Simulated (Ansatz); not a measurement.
## Strength of the C–C bond: C2H3Cl2F → CH3 + CCl2F

Species: C2H3Cl2F (1,1-dichloro-1-fluoroethane) `CC(F)(Cl)Cl`, singlet; CH3 (methyl radical) `[CH3]`, doublet; CCl2F (dichlorofluoromethyl radical) `F[C](Cl)Cl`, doublet. 

Shapes, held fixed at every level: PBE0-D4/def2-TZVP. Programs: Ansatz 0.2.0. The zero-point and thermal change to 298 K, harmonic and unscaled (PBE0-D4/def2-TZVP), is -20.6 kJ/mol.

```json
{"level": "BHLYP-D4/def2-TZVPP", "kind": "global hybrid", "ΔH(298 K) (kJ/mol)": "+355.4", "less CCSD(T)/CBS estimate": "-34.8", "CPU time (sum over the molecules)": "14 s"}
{"level": "PBE0-D4/def2-TZVPP", "kind": "global hybrid", "ΔH(298 K) (kJ/mol)": "+369.2", "less CCSD(T)/CBS estimate": "-21.0", "CPU time (sum over the molecules)": "14 s"}
{"level": "r2SCAN0-D4/def2-TZVPP", "kind": "global hybrid", "ΔH(298 K) (kJ/mol)": "+348.2", "less CCSD(T)/CBS estimate": "-42.0", "CPU time (sum over the molecules)": "23 s"}
{"level": "wB97M-V/def2-TZVPP", "kind": "range-separated hybrid", "ΔH(298 K) (kJ/mol)": "+389.0", "less CCSD(T)/CBS estimate": "-1.2", "CPU time (sum over the molecules)": "44 s"}
{"level": "wB97X-V/def2-TZVPP", "kind": "range-separated hybrid", "ΔH(298 K) (kJ/mol)": "+384.3", "less CCSD(T)/CBS estimate": "-5.9", "CPU time (sum over the molecules)": "31 s"}
{"level": "MP2/def2-SVP", "kind": "perturbation theory", "ΔH(298 K) (kJ/mol)": "+400.0", "less CCSD(T)/CBS estimate": "+9.8", "CPU time (sum over the molecules)": "–"}
{"level": "CCSD/def2-TZVPP", "kind": "coupled cluster or CI", "ΔH(298 K) (kJ/mol)": "+369.6", "less CCSD(T)/CBS estimate": "-20.6", "CPU time (sum over the molecules)": "–"}
{"level": "CCSD(T)/CBS estimate", "kind": "coupled cluster or CI", "ΔH(298 K) (kJ/mol)": "+390.2", "less CCSD(T)/CBS estimate": "0.0", "CPU time (sum over the molecules)": "5 min"}
```

The highest level, CCSD(T)/CBS estimate, gives ΔH(298 K) = +390.2 kJ/mol; the levels span +348.2 to +400.0. The column of differences is taken from that level and isn't an error. No measured value is set beside it here. Open shells run unrestricted unless RO is named. The CBS estimate extrapolates MP2 from def2-TZVPP and def2-QZVPP and adds CCSD(T) − MP2 in the triple-zeta set, cores frozen. Times are processor times on shared x86 and Arm servers, and rough.

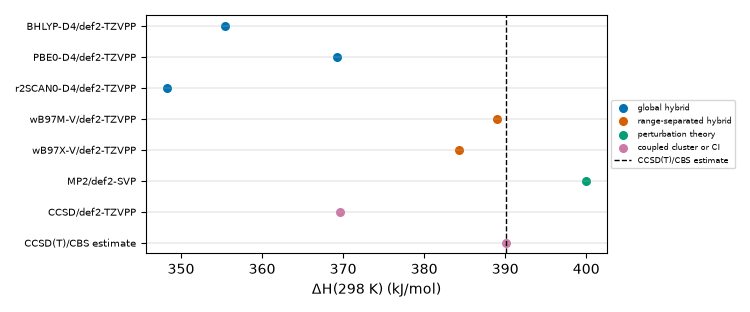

The values of the table, level by level.
